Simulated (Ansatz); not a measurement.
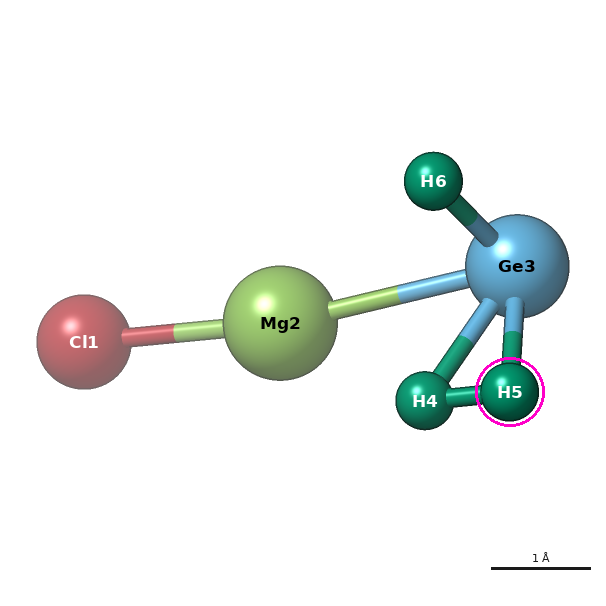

Orthographic view. Atoms fade into the background with distance from the viewer. Computed geometry: PBE-D4/def2-SVP optimisation. No frequency run is at hand to confirm it as a minimum.

Question: Which atoms are bonded to the circled atom?

Answer: The circled atom is H5; it is bonded to Ge3, H4.

Question: Which two atoms are farthest apart in space?

Answer: Cl1 and H5, 5.34 Å.

Question: Of Ge3 and H6, which is nearer the viewer?

Answer: H6; the bond to Ge3 points away from the viewer, so it looks shorter than its 1.62 Å.

Question: Which atom is farthest from the viewer?

Answer: Cl1, 1.9 Å behind the mean position.
